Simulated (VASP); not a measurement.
Band structure of MnO2 (rutile). These are vdW-DF2, VASP's PBE PAW potentials (set 64) (plane waves; VASP) values and carry that method's errors.

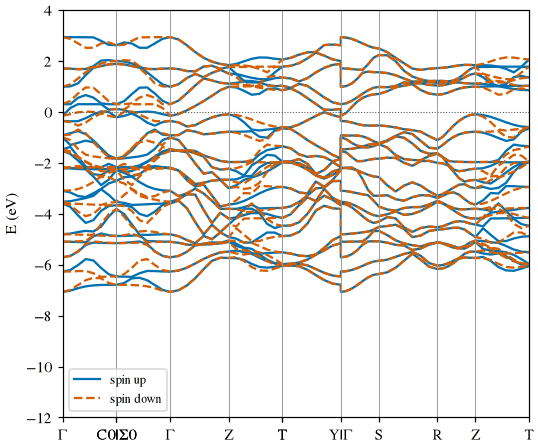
Figure: Bands along high-symmetry lines, zero at the valence-band maximum or, without a gap, the Fermi level

### Question
Read the plot: is there a gap, and where are the band edges?

### Answer
It has no gap at this level: it comes out as a metal or semimetal. (Edges off the drawn lines would not show.)

The compound is MnO2 in the rutile structure. It was relaxed first, which changed the volume by +6 %.
